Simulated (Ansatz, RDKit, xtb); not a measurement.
# GeSi2H7Cl: ranking a sample of isomers, part 2 of 2

A sample of isomers of GeSi2H7Cl is drawn. Aim: find which of them has the lowest free energy at 298.15 K, then its properties. The sample is small against all isomers, and the most stable one of this formula need not be in it.

xtb, Ansatz and PySCF; isolated molecules. The steps go on from the part before.

## (7) Vibrations and thermal terms

The lowest few in one piece go on as finalists. In this search the thermal terms come from GFN2-xTB at its own nearest minimum. The first, c388b:

start.xyz reads:

```xyz
11
c388b
Cl     1.636279     4.917981    -1.253364
Ge     0.096117     1.606304    -1.001057
Si    -0.891248     0.057356     0.538611
Si     0.787368     3.596653     0.125209
H      0.101229    -0.294009     1.595992
H     -2.078988     0.687914     1.185274
H     -1.319663    -1.187299    -0.162659
H     -0.918036     1.985668    -2.102154
H      1.325891     0.970315    -1.685185
H     -0.372859     4.273395     0.768903
H      1.805426     3.290787     1.168499
```

On the command line:

```
$ xtb start.xyz --gfn 2 --ohess tight
```

The log of the run, shortened:

```text
* xtb version 6.7.1
[...]
          :  # basis functions                  47          :
[...]
          :  # electrons                        26          :
[...]
          :  Hamiltonian                  GFN2-xTB          :
[...]
          :  net charge                          0          :
          :  unpaired electrons                  0          :
[...]
   *** convergence criteria satisfied after 15 iterations ***
[...]
   *** GEOMETRY OPTIMIZATION CONVERGED AFTER 11 ITERATIONS ***
[...]
   *** convergence criteria satisfied after 3 iterations ***
[...]
         ::                     SUMMARY                     ::
         :::::::::::::::::::::::::::::::::::::::::::::::::::::
         :: total energy             -13.555558612310 Eh    ::
         :: gradient norm              0.001144091421 Eh/a0 ::
         :: HOMO-LUMO gap              4.448687774885 eV    ::
         ::.................................................::
         :: SCC energy               -13.630615760367 Eh    ::
         :: -> isotropic ES            0.026145198037 Eh    ::
         :: -> anisotropic ES          0.002270634820 Eh    ::
         :: -> anisotropic XC          0.004592494658 Eh    ::
         :: -> dispersion             -0.008446965866 Eh    ::
         :: repulsion energy           0.075057148057 Eh    ::
         :: add. restraining           0.000000000000 Eh    ::
         :: total charge              -0.000000000000 e     ::
         :::::::::::::::::::::::::::::::::::::::::::::::::::::
[...]
        13        2.0000           -0.3775157             -10.2727 (HOMO)
        14                         -0.2140292              -5.8240 (LUMO)
[...]
molecular dipole:
                 x           y           z       tot (Debye)
 q only:       -0.467      -0.744       0.712
   full:       -0.285      -0.390       0.592       1.942
molecular quadrupole (traceless):
[...]
          | TOTAL ENERGY              -13.555558612357 Eh   |
          | TOTAL ENTHALPY            -13.489281944626 Eh   |
          | TOTAL FREE ENERGY         -13.535326975814 Eh   |
          | GRADIENT NORM               0.001144062940 Eh/α |
[...]
```

Wall time 1.1 s (2 threads of Intel Xeon at 2.50GHz (Skylake/Cascade Lake), shared host); peak memory 0.11 GiB.

## (8) Zero-point energy and free-energy terms

As xtb prints them, at 298.15 K, with its own treatment of low modes:

| label | SMILES | spin | lowest mode (cm⁻¹) | zero-point (kcal/mol) | G − E (kcal/mol) |
| --- | --- | --- | --- | --- | --- |
| c388b | [SiH3][GeH2][SiH2]Cl | singlet | 8 | 35.1 | 12.7 |
| c177a | [SiH3][GeH]([SiH3])[Cl] | singlet | 34 | 34.6 | 11.9 |
| c667a | [SiH3][Si@@H](Cl)[GeH3] | singlet | 22 | 34.7 | 12.0 |
| c244a | [SiH3][SiH2][GeH2][Cl] | singlet | 2 | 34.3 | 11.4 |

## (9) The final energy

Each finalist gets a single point at CCSD(T)/def2-SVP + MP2/def2-TZVPP - MP2/def2-SVP.

c388b, CCSD(T)/def2-SVP:

input.yaml reads:

```yaml
crystal:
  periodic: [false, false, false]
  atoms:
    - {symbol: Cl, position_ang: [1.636279, 4.917981, -1.253364]}
    - {symbol: Ge, position_ang: [0.096117, 1.606304, -1.001057]}
    - {symbol: Si, position_ang: [-0.891248, 0.057356, 0.538611]}
    - {symbol: Si, position_ang: [0.787368, 3.596653, 0.125209]}
    - {symbol: H, position_ang: [0.101229, -0.294009, 1.595992]}
    - {symbol: H, position_ang: [-2.078988, 0.687914, 1.185274]}
    - {symbol: H, position_ang: [-1.319663, -1.187299, -0.162659]}
    - {symbol: H, position_ang: [-0.918036, 1.985668, -2.102154]}
    - {symbol: H, position_ang: [1.325891, 0.970315, -1.685185]}
    - {symbol: H, position_ang: [-0.372859, 4.273395, 0.768903]}
    - {symbol: H, position_ang: [1.805426, 3.290787, 1.168499]}
basis:
  gaussian:
    orbitals: def2-SVP
correlation:
  method: ccsd_t
  frozen_orbitals: {Ge: 9, H: 0, Cl: 5, Si: 5}
```

On the command line:

```
$ ansatz run input.yaml --threads 2 --pin off --max-ram 5220MiB --events-out events.jsonl --progress --plain --runs-dir runs
```

The log of the run, shortened:

```text
Warning: RAYON_NUM_THREADS=2 ignored (pool sized by the plan → 2); use --threads N
Functional definition: HF
  name "HF"
[...]
1169 factors; integrals over basis functions are off by at most 1.4e-3 eV
[...]
mean field -84797.84741863 eV, -3116.2634145894 hartree, gradient 1.4e-6 eV, S^2 0.000000; 0 other end points of the search recorded, 0 dependent functions left out
24 core orbitals not correlated: weight in the atoms' cores, before any rotation towards them, 1.000 or more for the frozen orbitals, at most 0.000 for the correlated occupied ones
reference -84797.84741863 eV, -3116.2634145894 hartree; 18, 18 occupied and 79, 79 virtual orbitals, 1169 factors
second order -15.45350771 eV of doubles, -0.00000000 eV of singles
cycle   1  -16.44567909 eV  change   -9.9e-1 eV  update   1.0e-1
[...]
cycle   8  -17.09872604 eV  change   -1.8e-5 eV  update   2.5e-5
perturbative correction -0.44982637 eV, -0.0165308141 hartree
Total energy: -84815.39597104 eV, -3116.9083119956 hartree
```

Wall time 26 s (2 threads of Intel Xeon at 2.50GHz (Skylake/Cascade Lake), shared host); peak memory 0.57 GiB.

## (10) c388b at MP2/def2-TZVPP

input.yaml reads:

```yaml
crystal:
  periodic: [false, false, false]
  atoms:
    - symbol: Cl
      position_ang: [1.636279, 4.917981, -1.253364]
    - symbol: Ge
      position_ang: [0.096117, 1.606304, -1.001057]
    - symbol: Si
      position_ang: [-0.891248, 0.057356, 0.538611]
    - symbol: Si
      position_ang: [0.787368, 3.596653, 0.125209]
    - symbol: H
      position_ang: [0.101229, -0.294009, 1.595992]
    - symbol: H
      position_ang: [-2.078988, 0.687914, 1.185274]
    - symbol: H
      position_ang: [-1.319663, -1.187299, -0.162659]
    - symbol: H
      position_ang: [-0.918036, 1.985668, -2.102154]
    - symbol: H
      position_ang: [1.325891, 0.970315, -1.685185]
    - symbol: H
      position_ang: [-0.372859, 4.273395, 0.768903]
    - symbol: H
      position_ang: [1.805426, 3.290787, 1.168499]
basis:
  gaussian: {orbitals: def2-TZVPP}
correlation: {method: mp2, frozen_orbitals: {Ge: 9, H: 0, Cl: 5, Si: 5}}
```

On the command line:

```
$ ansatz run input.yaml --threads 2 --pin off --max-ram 5220MiB --events-out events.jsonl --progress --plain --runs-dir runs
```

The log of the run:

```text
Warning: RAYON_NUM_THREADS=2 ignored (pool sized by the plan → 2); use --threads N
[... 2 set-up lines as earlier in the session ...]
  exchange = exact_x
  correlation = 0
1583 factors; integrals over basis functions are off by at most 7.3e-4 eV
mean field evaluation 1: about -84812.9055 eV, gradient 1.9e1 eV
mean field evaluation 2: about -84813.1207 eV, gradient 1.9e1 eV
mean field evaluation 4: about -84814.9828 eV, gradient 3.4e0 eV
mean field evaluation 8: about -84815.0200 eV, gradient 2.4e-1 eV
mean field -84815.02023155 eV, -3116.8945038238 hartree, gradient 2.8e-6 eV, S^2 0.000000; 0 other end points of the search recorded, 0 dependent functions left out
24 core orbitals not correlated: weight in the atoms' cores, before any rotation towards them, 1.000 or more for the frozen orbitals, at most 0.000 for the correlated occupied ones
reference -84815.02023155 eV, -3116.8945038238 hartree; 18, 18 occupied and 230, 230 virtual orbitals, 1583 factors
second order -19.14106898 eV of doubles, -0.00000000 eV of singles
Total energy: -84834.16130053 eV, -3117.5979251346 hartree
```

Run time: 21 s. Hardware: 2 threads of Intel Xeon at 2.50GHz (Skylake/Cascade Lake), shared host; peak memory 0.73 GiB.

## (11) c177a at CCSD(T)/def2-SVP

input.yaml reads:

```yaml
crystal:
  periodic: [false, false, false]
  atoms:
    - {symbol: Cl, position_ang: [-0.412625, 3.148747, -2.450952]}
    - {symbol: Ge, position_ang: [-0.272567, 1.338189, -1.191703]}
    - {symbol: Si, position_ang: [-2.324357, 1.293459, 0.042568]}
    - {symbol: Si, position_ang: [1.710735, 1.653829, 0.112970]}
    - {symbol: H, position_ang: [-2.348858, 0.099043, 0.937840]}
    - {symbol: H, position_ang: [-3.478666, 1.239247, -0.897262]}
    - {symbol: H, position_ang: [-2.399973, 2.531072, 0.868464]}
    - {symbol: H, position_ang: [-0.149101, 0.147154, -2.170593]}
    - {symbol: H, position_ang: [2.888168, 1.808321, -0.786146]}
    - {symbol: H, position_ang: [1.537188, 2.882352, 0.937662]}
    - {symbol: H, position_ang: [1.915617, 0.479566, 1.011783]}
basis:
  gaussian:
    orbitals: def2-SVP
magnetization:
  spin_polarized: false
  initial_magnetization: 0
correlation:
  method: ccsd_t
  frozen_orbitals: {Ge: 9, H: 0, Cl: 5, Si: 5}
```

On the command line:

```
$ ansatz run input.yaml --threads 2 --pin off --max-ram 5220MiB --events-out events.jsonl --progress --plain --runs-dir runs
```

The log of the run, shortened:

```text
Warning: RAYON_NUM_THREADS=2 ignored (pool sized by the plan → 2); use --threads N
[... 2 set-up lines as earlier in the session ...]
[...]
1165 factors; integrals over basis functions are off by at most 1.4e-3 eV
[...]
mean field -84797.71967492 eV, -3116.2587200946 hartree, gradient 1.0e-6 eV, S^2 0.000000; 0 other end points of the search recorded, 0 dependent functions left out
24 core orbitals not correlated: weight in the atoms' cores, before any rotation towards them, 1.000 or more for the frozen orbitals, at most 0.000 for the correlated occupied ones
reference -84797.71967492 eV, -3116.2587200946 hartree; 18, 18 occupied and 79, 79 virtual orbitals, 1165 factors
second order -15.38895193 eV of doubles, -0.00000000 eV of singles
cycle   1  -16.39382154 eV  change    -1.0e0 eV  update   1.0e-1
[...]
cycle   8  -17.05386460 eV  change   -2.8e-5 eV  update   2.6e-5
perturbative correction -0.45150183 eV, -0.0165923862 hartree
Total energy: -84815.22504135 eV, -3116.9020304453 hartree
```

Wall time 25 s (2 threads of Intel Xeon at 2.50GHz (Skylake/Cascade Lake), shared host); peak memory 0.57 GiB.

## (12) Putting it together

Energies in kcal/mol from c388b; G adds the thermal terms to the CCSD(T)/def2-SVP + MP2/def2-TZVPP - MP2/def2-SVP energy. The columns left of the relaxed level are at the tight-binding geometries.

| label | SMILES | spin | GFN2-xTB | HF/STO-3G | r2SCAN-D4/def2-SVP | B3LYP-D3(BJ)/def2-SVP | HF/def2-SVP | MP2/def2-SVP | CCSD(T)/def2-SVP + MP2/def2-TZVPP - MP2/def2-SVP | G | share at equilibrium | T1 |
| --- | --- | --- | --- | --- | --- | --- | --- | --- | --- | --- | --- | --- |
| c388b | [SiH3][GeH2][SiH2]Cl | singlet | 0.0 | 0.0 | 0.0 | 0.0 | 0.0 | 0.0 | 0.0 | 0.0 | 99.5 % | 0.011 |
| c177a | [SiH3][GeH]([SiH3])[Cl] | singlet | -7.3 | 1.4 | 3.5 | 2.6 | 2.9 | 4.4 | 4.2 | 3.5 | 0.3 % | 0.011 |
| c667a | [SiH3][Si@@H](Cl)[GeH3] | singlet | 12.6 | 3.0 | 4.2 | 3.2 | 4.2 | 4.1 | 4.2 | 3.6 | 0.2 % | 0.011 |
| c244a | [SiH3][SiH2][GeH2][Cl] | singlet | 6.1 | 4.6 | 6.3 | 5.0 | 5.6 | 6.6 | 7.6 | 6.4 | < 0.1 % | 0.011 |

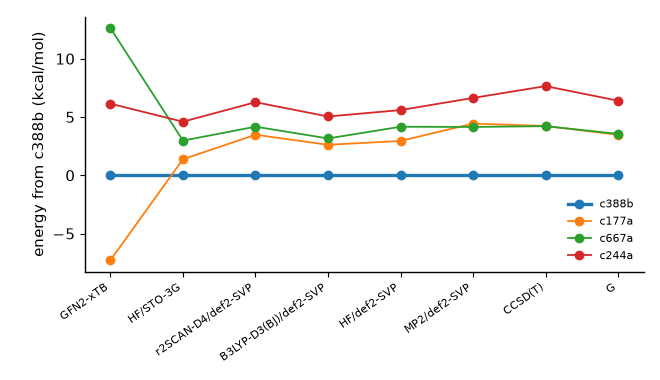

The finalists at each level, measured from c388b.

Lowest found: c388b, `[SiH3][GeH2][SiH2]Cl`, a singlet. Bond lengths: Ge2–Si3 2.397 Å, Cl1–Si4 2.090 Å, Ge2–Si4 2.389 Å, Si3–H5 1.492 Å, Si3–H6 1.492 Å, Si3–H7 1.491 Å, Ge2–H8 1.544 Å, Ge2–H9 1.544 Å, Si4–H10 1.489 Å, Si4–H11 1.489 Å. Some angles: Si3–Ge2–Si4 110.8°, Cl1–Si4–Ge2 109.5°, Ge2–Si3–H5 109.5°, Ge2–Si3–H6 109.5°, Ge2–Si3–H7 110.8°, Si3–Ge2–H8 110.3°, Si3–Ge2–H9 110.3°, Si4–Ge2–H8 108.8°, Si4–Ge2–H9 108.8°, Cl1–Si4–H10 108.3°.

```xyz
11

Cl    1.6363    4.9180   -1.2534
Ge    0.0961    1.6063   -1.0011
Si   -0.8912    0.0574    0.5386
Si    0.7874    3.5967    0.1252
H     0.1012   -0.2940    1.5960
H    -2.0790    0.6879    1.1853
H    -1.3197   -1.1873   -0.1627
H    -0.9180    1.9857   -2.1022
H     1.3259    0.9703   -1.6852
H    -0.3729    4.2734    0.7689
H     1.8054    3.2908    1.1685
```

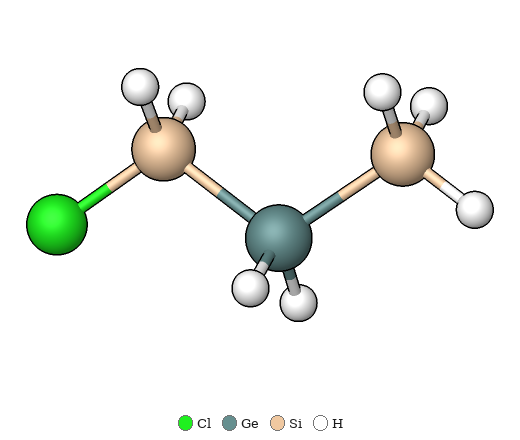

The lowest structure found, seen from a chosen angle (chlorine green, germanium teal, silicon light orange, hydrogen white).

## (13) Results

What follows sums up all 2 parts.

```
                                 quantity                                                                  value
                   lowest structure found                                          [SiH3][GeH2][SiH2]Cl, singlet
                            next finalist             [SiH3][GeH]([SiH3])[Cl], singlet, 3.5 kcal/mol higher in G
share at equilibrium, among the finalists                                                                 99.5 %
                                   funnel  6 starts, 6 minima at GFN2-xTB, 8 screening runs, 4 relaxed, 4 ranked
                     CPU time of all runs                                                                 18 min
```

In words: `[SiH3][GeH2][SiH2]Cl` comes out lowest. The margin of 3.5 kcal/mol over the next finalist is beyond the usual error of the last level; it says nothing of structures that weren't ranked. HF/STO-3G, r2SCAN-D4/def2-SVP, B3LYP-D3(BJ)/def2-SVP, HF/def2-SVP and MP2/def2-SVP already put its bonding pattern lowest among the structures in one piece; GFN2-xTB favours the singlet [SiH3][GeH]([SiH3])[Cl]. The largest share of the time went into the relaxations (58 %). Lowest found is not proven lowest: the search is finite, and each finalist counts with one conformer. Only 4 drawn patterns were tried, so whole families of isomers are missing, and the result ranks this sample alone. The lowest isomer need not be the one that is made and kept in a bottle, which depends on barriers.
